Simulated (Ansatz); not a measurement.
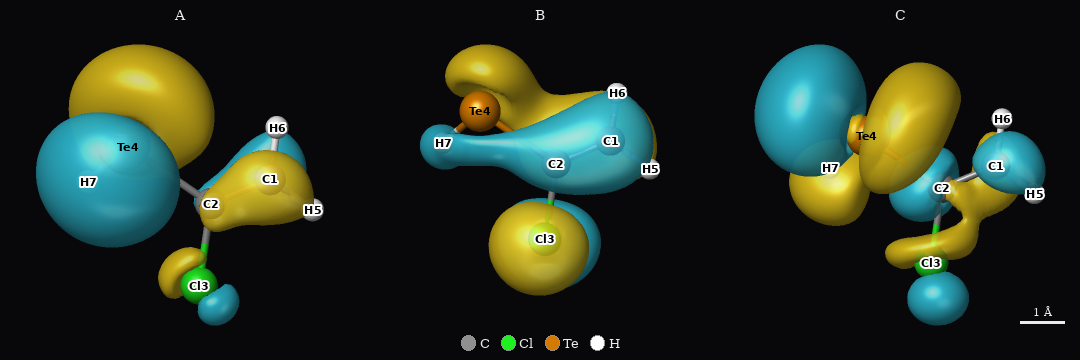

Figure. C$_{2}$H$_{3}$ClTe (SMILES C=C(Cl)[TeH]). Three frontier orbitals at ±0.08 Å⁻³ᐟ² (yellow and cyan are the two phases), in no order.

Geometry: PBE0-D4/def2-TZVP; core potentials replace the inner electrons of Te.

Theory: Ansatz, RKS PBE0-D4/def2-TZVPP.

```xyz
7

C     0.2043   -0.1863    1.1929
C    -0.2223    0.1627   -0.0124
Cl   -1.8846    0.5292   -0.2960
Te    1.1025    0.4264   -1.6258
H    -0.4699   -0.2148    2.0413
H     1.2411   -0.4546    1.3521
H     0.0900   -0.3305   -2.6979
```

Question: Which picture is the HOMO−1, the HOMO and the LUMO?

Answer: B is the HOMO−1 (−7.88 eV). By Hirshfeld shares it lies mainly on Cl3 (about 40 %), C1 (about 25 %), C2 (about 20 %) and Te4 (about 10 %). A is the HOMO (−6.44 eV). Its weight (Hirshfeld) is mainly on Te4 (about 80 %) and C1 (about 10 %). C is the LUMO (−1.18 eV). Its weight (Hirshfeld) is mainly on Te4 (about 55 %), C2 (about 15 %), H7 (about 10 %), Cl3 (about 10 %) and C1 (about 5 %).

Question: What is the HOMO–LUMO gap?

Answer: 5.26 eV between the orbital energies.
